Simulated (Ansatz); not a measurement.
Input file:

```
crystal:
  periodic: [false, false, false]
  atoms:
    - {symbol: N, position_ang: [0.739481, 0.929590, 1.594903]}
    - {symbol: C, position_ang: [0.586827, 1.047231, 0.340455]}
    - {symbol: Si, position_ang: [-0.444152, -0.138858, -0.695071]}
    - {symbol: O, position_ang: [-0.934142, -1.383583, 0.244880]}
    - {symbol: Br, position_ang: [0.832101, -0.853981, -2.367773]}
    - {symbol: H, position_ang: [0.229354, 0.115818, 1.950203]}
    - {symbol: H, position_ang: [1.093100, 1.891634, -0.141813]}
    - {symbol: H, position_ang: [-1.648579, 0.497294, -1.266420]}
    - {symbol: H, position_ang: [-0.365489, -2.151545, 0.323636]}
basis:
  gaussian: {orbitals: def2-TZVPP}
hamiltonian: {xc: pbe0, dispersion: d4}
output: {orbitals: {seedname: orbitals}}
```

Launched as:

```sh
ansatz run in.yaml --threads 4 --pin off --events-out ev --progress --plain --max-ram 10444MiB
```

Geometry: PBE0-D4/def2-TZVP.

Method: RKS PBE0-D4/def2-TZVPP (Ansatz 0.2.0).

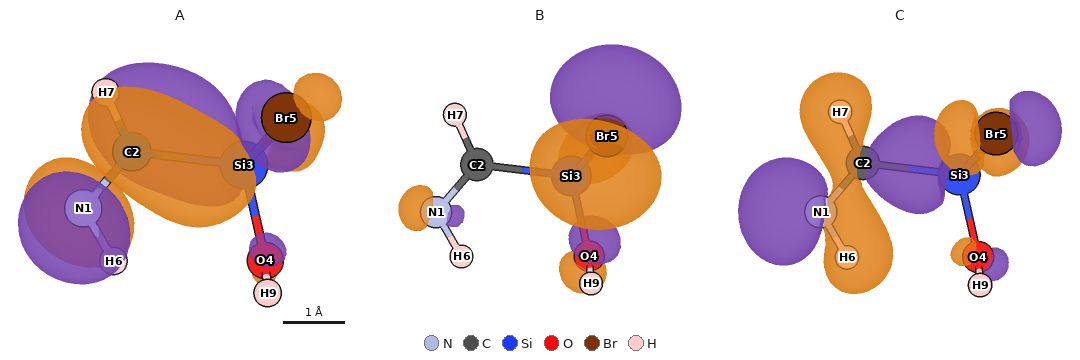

CH₄BrNOSi. Three frontier orbitals at ±0.1 Å⁻³ᐟ² (orange and purple are the two phases), in no order.

Q: Which picture is the HOMO−1, the HOMO and the LUMO?

A: B is the HOMO−1 (−8.89 eV). It lies mainly on Br5 (about 85 %); largely a lone pair of Br5. C is the HOMO (−7.44 eV). It lies mainly on N1 (about 45 %), C2 (about 15 %), Si3 (about 10 %), Br5 (about 10 %), H6 (about 5 %) and H7 (about 5 %). A is the LUMO (−1.38 eV). It lies mainly on N1 (about 35 %), C2 (about 30 %), Si3 (about 15 %) and Br5 (about 5 %); π-antibonding (π*) across N1–C2.

Q: What is the HOMO–LUMO gap?

A: 6.06 eV between the orbital energies.
